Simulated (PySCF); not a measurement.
SMILES c1cc(CCc2sccc2)oc1 at its GFN2-xTB optimised geometry (Å):

```
22

C     -0.3460    -1.6160     0.0000
C      1.0128    -1.6160     0.0000
O      1.4857    -0.3587     0.0000
C      0.4225     0.4726     0.0012
C      0.6730     1.9396    -0.0641
C      0.6279     2.4381    -1.5247
C      1.6112     1.6970    -2.3619
C      1.3938     0.6156    -3.1564
C      2.5750     0.1143    -3.7505
C      3.6761     0.8186    -3.3930
S      3.2947     2.1103    -2.3243
C     -0.7325    -0.2529    -0.0020
H     -0.9923    -2.4697     0.0016
H      1.7319    -2.4108     0.0031
H      1.6603     2.1466     0.3524
H     -0.0800     2.4697     0.5206
H     -0.3749     2.2792    -1.9265
H      0.8470     3.5076    -1.5393
H      0.4196     0.1870    -3.3140
H      2.5969    -0.7337    -4.4116
H      4.6953     0.6656    -3.6874
H     -1.7319     0.1324     0.0006
```

Method: PySCF with CAM-B3LYP/def2-SVP. Cells within 0.4 Å of a nucleus heavier than hydrogen are left out (blank, or x).

Map of the deformation density (molecule minus spherical neutral atoms) (e/bohr³) on the plane z = 0.0 Å:

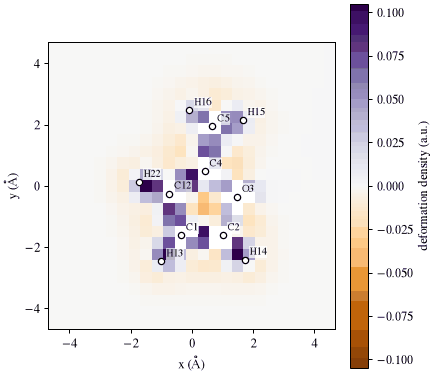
Deformation density (molecule minus spherical neutral atoms) (e/bohr³) on the plane z = 0.0 Å.
